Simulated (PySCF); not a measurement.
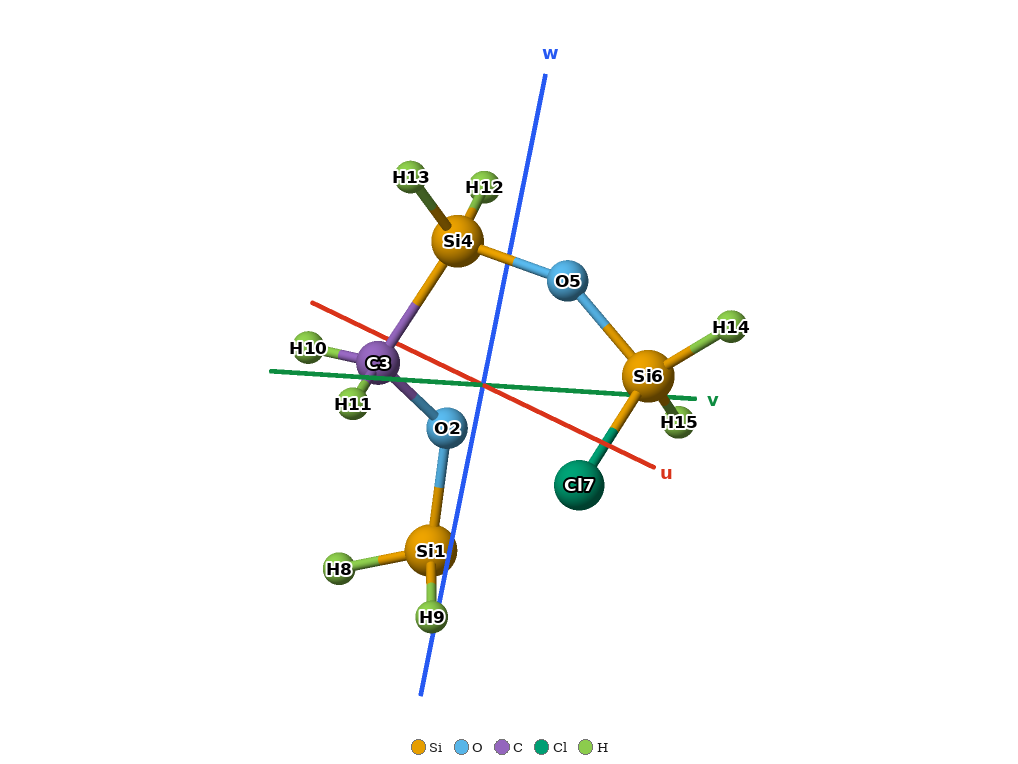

The lines u, v and w are the principal axes of the g tensor. The species is neutral and a spin doublet. The computed structure is the end point of a GFN2-xTB optimisation. No frequency run is at hand to confirm it as a minimum. Method: UKS B3LYP, pcH-1 on C Cl H O Si, non-relativistic, mean-field spin-orbit, GIAO (PySCF 2.14.0).

**Along which axis does g lie farthest from the free-electron value?**

Along w (nearly parallel to the Si1–O2 bond): the shift is 1840 ppm.

Give the principal values and shifts.

```
axis        g  shift (ppm)
   u  2.00123        −1085
   v  2.00212         −203
   w  2.00416         1840
```

The geometry is semi-empirical. Around Si such bond lengths and angles can be off by a tenth of an ångström or more and by several degrees, and values that hang on the shape move with them.
